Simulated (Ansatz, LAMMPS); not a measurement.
# Poly(vinylidene fluoride) with Li+ BF4- (capped chains of 10 units), relaxed from a frame at 300 K (142 atoms): atom by atom

The starting structure: 2 poly(vinylidene fluoride) chains of 10 units with methyl end groups, 1 Li+, 1 BF4- placed at random, at 1.69 g/cm³; overlaps pushed apart, then 20 ps at 800 K with stiff harmonic cages for PF6 and BF4 with UFF radii; Joung-Cheatham ions (J. Phys. Chem. B 112, 9020 (2008)); MMFF94 bonds, angles, torsions, charges and radii (Halgren, J. Comput. Chem. 17, 490 (1996)) in harmonic and 12-6 forms; charges of ions scaled by 0.8. Snapshot after 30 ps at 300 K and fixed volume.

This is step 2 of a relaxation. Method: Kohn-Sham DFT, LDA, PAW (set soft_2), plane waves (Ansatz 0.2.0); cutoff 420 eV, Γ point, gaussian smearing of 0.05 eV; density 1.69 g/cm³.

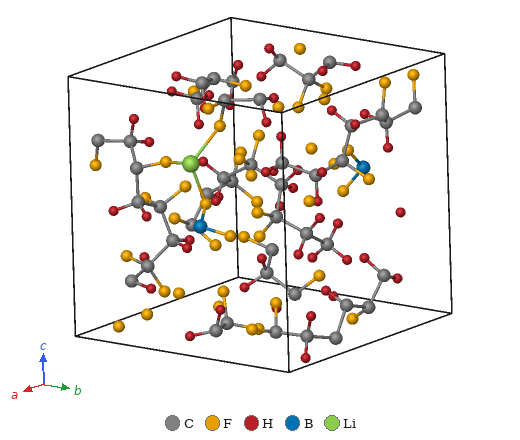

The structure (carbon grey, fluorine orange, hydrogen red, boron blue, lithium green). Bonds to atoms that aren't drawn are left out. Some periodic images of atoms are drawn too.

Extended XYZ; positions in Å, forces in eV/Å:

```xyz
142
Lattice="11.217 0.000 0.000 0.000 11.217 0.000 0.000 0.000 11.217" Properties=species:S:1:pos:R:3:forces:R:3 pbc="T T T"
C 6.508 7.520 7.463 -0.035 0.639 0.028
C 5.990 8.879 7.002 0.285 -0.070 0.342
C 4.562 9.189 7.343 0.507 -0.055 1.041
F 3.781 8.165 6.898 -0.291 0.152 -0.213
F 4.231 10.313 6.634 -0.390 0.055 -0.325
C 4.239 9.475 8.820 -0.216 0.069 -1.309
C 2.857 10.043 9.057 0.173 0.221 0.156
F 2.875 0.155 8.702 0.050 -0.061 -0.035
F 2.618 10.051 10.402 -0.018 0.031 -0.193
C 1.712 9.355 8.381 -0.146 0.031 0.882
C 0.359 9.865 8.779 -0.903 -0.777 -0.110
F 0.086 9.605 10.101 0.148 0.037 -0.404
F 10.647 9.080 8.077 0.691 0.582 0.534
C 0.134 0.106 8.504 0.260 0.195 0.198
C 9.940 0.500 8.238 -0.609 -0.231 -0.102
F 9.544 0.031 7.020 0.153 0.029 0.479
F 9.117 11.106 9.178 0.185 0.204 -0.445
C 9.643 1.972 8.336 0.075 0.366 0.185
C 10.474 2.908 7.502 0.475 -0.553 -0.042
F 10.117 4.183 7.864 -0.320 0.078 0.623
F 0.564 2.802 7.868 -0.245 0.046 -0.058
C 10.381 2.865 6.009 -0.229 -0.665 -0.473
C 8.943 2.910 5.483 0.695 0.393 -0.266
F 8.185 3.683 6.299 -0.184 0.451 0.013
F 8.386 1.694 5.568 -0.288 -0.626 0.018
C 8.795 3.412 4.066 0.403 -0.254 -0.113
C 9.452 2.555 2.984 -0.242 1.105 -0.074
F 8.837 2.929 1.805 -0.297 -0.381 0.366
F 9.190 1.257 3.185 -0.125 -0.552 -0.141
C 10.899 2.800 2.706 -0.085 0.309 -0.786
C 0.229 2.001 1.521 0.522 1.214 -0.412
F 10.549 1.790 0.519 -0.065 -0.205 0.177
F 0.536 0.769 1.977 0.400 -0.482 0.110
C 1.481 2.662 0.899 -0.291 -0.980 -0.138
C 1.218 3.907 0.094 -0.058 -0.270 -0.994
F 0.164 3.717 10.423 0.383 -0.133 0.346
F 0.772 4.875 0.919 -0.130 0.527 0.472
C 2.424 4.399 10.531 -0.373 -0.422 0.303
C 2.220 5.730 9.848 0.499 0.244 0.506
F 3.160 5.867 8.877 -0.208 0.149 0.075
F 1.016 5.712 9.183 -0.187 -0.010 -0.392
C 2.299 6.922 10.769 -0.057 -0.057 -0.209
H 7.602 7.495 7.316 -0.138 -0.128 -0.023
H 6.312 7.360 8.539 0.000 -0.036 -0.065
H 6.056 6.698 6.893 -0.009 -0.068 0.031
H 6.621 9.704 7.392 -0.127 -0.141 0.055
H 6.049 8.981 5.905 0.020 -0.147 -0.089
H 4.952 10.230 9.152 0.245 0.133 0.354
H 4.365 8.559 9.391 0.103 -0.328 0.244
H 1.779 9.467 7.316 0.152 -0.025 -0.941
H 1.772 8.285 8.609 -0.074 -0.189 -0.116
H 0.777 0.418 7.669 -0.109 0.091 -0.089
H 0.490 0.685 9.378 0.028 -0.167 -0.098
H 9.777 2.296 9.382 0.159 -0.110 0.049
H 8.591 2.154 8.098 -0.278 -0.167 -0.164
H 10.946 3.727 5.631 0.053 0.235 -0.073
H 10.884 1.946 5.614 -0.328 0.365 0.297
H 9.169 4.439 3.963 0.157 0.101 0.205
H 7.725 3.468 3.842 -0.289 -0.149 -0.055
H 0.365 2.583 3.515 0.212 -0.191 0.684
H 10.992 3.895 2.546 0.066 -0.317 -0.164
H 2.156 2.936 1.712 0.239 0.103 0.269
H 2.044 1.898 0.296 -0.457 0.393 0.198
H 2.730 3.627 9.800 -0.168 0.159 -0.022
H 3.252 4.490 0.034 0.119 0.068 -0.069
H 1.576 7.721 10.560 -0.001 -0.101 -0.248
H 3.315 7.319 10.678 0.159 0.113 0.131
H 2.132 6.646 0.590 -0.022 -0.170 0.251
C 2.925 7.005 3.061 0.341 0.528 0.915
C 4.252 6.955 3.821 -0.243 -0.026 -0.712
C 4.511 5.589 4.415 -0.146 0.881 0.746
F 5.797 5.597 4.890 0.105 0.013 -0.111
F 4.495 4.667 3.442 0.031 -0.614 -0.721
C 3.564 5.170 5.527 0.784 0.157 0.373
C 4.055 3.974 6.324 -0.224 0.098 -0.113
F 5.248 4.294 6.893 0.186 -0.100 0.010
F 3.216 3.791 7.380 -0.265 -0.059 0.024
C 4.224 2.643 5.622 0.434 0.188 0.351
C 2.948 2.074 5.107 -0.001 -0.647 -0.479
F 2.057 1.911 6.124 -0.140 0.197 -0.180
F 2.431 2.990 4.226 -0.708 0.147 0.205
C 2.954 0.754 4.369 0.704 -0.557 0.744
C 3.969 0.709 3.262 -0.436 -0.230 0.398
F 5.208 0.756 3.832 0.353 0.121 0.188
F 3.856 1.830 2.520 0.251 0.063 -0.449
C 3.868 10.680 2.442 0.328 -0.199 -0.354
C 4.848 10.586 1.277 -0.013 1.315 0.577
F 4.570 9.499 0.569 -0.128 -1.419 -0.130
F 4.597 0.403 0.408 0.198 0.072 0.270
C 6.303 10.552 1.693 0.262 0.356 -0.632
C 7.275 10.688 0.510 -0.377 0.401 1.053
F 7.304 0.791 0.165 0.250 0.187 0.078
F 6.798 10.067 10.633 -0.077 -0.376 -0.547
C 8.674 10.256 0.855 0.164 0.115 -0.856
C 8.871 8.770 0.870 0.381 -0.215 -0.053
F 10.172 8.527 1.243 -0.616 0.195 0.023
F 8.098 8.218 1.870 0.172 -0.051 -0.307
C 8.604 8.070 10.758 0.028 -0.296 0.378
C 9.250 6.709 10.675 0.217 0.211 0.870
F 8.968 6.190 9.431 -0.045 -0.147 -0.632
F 10.605 6.874 10.647 -0.318 -0.150 0.044
C 8.923 5.653 0.511 0.162 0.034 -0.691
C 7.495 5.139 0.432 0.587 -0.615 -0.094
F 7.101 4.689 1.647 0.011 0.209 0.141
F 6.683 6.166 0.144 -0.648 0.775 -0.038
C 7.323 4.043 10.619 0.120 -0.360 0.905
C 5.920 3.586 10.430 -0.552 -0.649 -0.205
F 5.176 4.683 10.100 -0.231 -0.023 -0.166
F 5.387 3.114 0.389 0.086 0.220 -0.193
C 5.732 2.528 9.371 0.450 0.400 -0.005
H 2.896 6.177 2.365 -0.147 -0.451 -0.396
H 2.808 7.943 2.492 0.090 -0.093 0.035
H 2.060 6.931 3.754 0.182 -0.076 -0.237
H 5.118 7.169 3.146 -0.304 -0.227 0.134
H 4.294 7.714 4.611 -0.064 -0.031 0.280
H 2.562 5.009 5.136 -0.313 -0.129 -0.213
H 3.471 5.998 6.249 0.070 0.025 0.037
H 4.693 1.948 6.334 -0.104 -0.076 0.119
H 4.947 2.763 4.805 -0.087 0.067 -0.158
H 3.183 11.123 5.073 -0.078 0.659 -0.329
H 1.941 0.572 3.993 -0.169 0.117 -0.216
H 4.069 9.833 3.126 -0.115 0.017 -0.106
H 2.836 10.590 2.067 0.026 -0.057 -0.169
H 6.571 0.160 2.385 -0.245 -0.256 -0.203
H 6.463 9.605 2.226 0.119 -0.082 -0.032
H 9.405 10.714 0.140 -0.460 -0.312 0.207
H 8.906 10.676 1.830 0.176 0.019 0.517
H 7.525 7.966 10.559 0.176 0.049 0.251
H 9.012 8.689 9.951 0.227 0.080 -0.141
H 9.622 4.813 0.313 -0.150 0.210 0.221
H 9.109 6.068 1.510 0.030 0.072 0.064
H 7.662 4.415 9.664 0.346 0.187 -0.593
H 7.948 3.181 10.930 -0.073 0.151 -0.090
H 6.138 2.897 8.406 -0.164 -0.095 0.248
H 6.258 1.611 9.677 -0.104 0.037 -0.003
H 4.658 2.330 9.249 -0.035 -0.058 0.001
B 11.179 6.731 5.664 -0.435 1.140 0.696
F 0.294 5.893 4.615 0.017 0.310 -0.113
F 10.888 8.073 5.378 0.304 -1.237 -0.453
F 0.976 6.735 6.646 -0.069 -0.355 -0.001
F 10.032 6.156 6.308 0.087 0.108 0.179
Li 10.622 5.888 8.132 0.206 0.471 -0.329
```

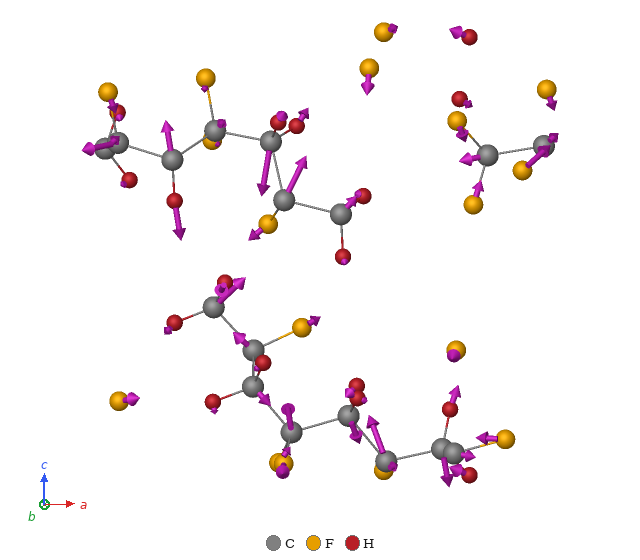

The forces as arrows, the longest 1.44 eV/Å. Drawn is a slice 4 Å thick, seen along the normal of the ac plane. Bonds to atoms that aren't drawn are left out.

The network of contacts between molecules at the start is that of the classical potential that made the cell. The functional has no dispersion term, which matters for the binding between molecules or layers, where LDA binds through overlap of densities alone. The density was typed from a rule of thumb and may lie off the real one at this temperature. Only the Γ point is sampled, in a cell whose shortest periodic width is 11 Å.

The r.m.s. force component is 0.367 eV/Å; the longest force, 1.44 eV/Å, acts on C87. The energy lies 35.7 meV/atom below that of the first step of this run.

[Logs are printed without paths, hosts, clocks, repeated set-up lines and the standing remarks that a program may print on its own settings, such as how far it seeks lower states.]

[Hosts, paths, dates, database ids (printed as entryN), source tags and the programs' standing remarks are cut or masked in the printed files.]

[The MMFF94 radii named for the starting cell were scaled by 0.96; in molecules described by MMFF94, hydrogen bound to N, O or S took a small fixed 12-6 site in their place.]
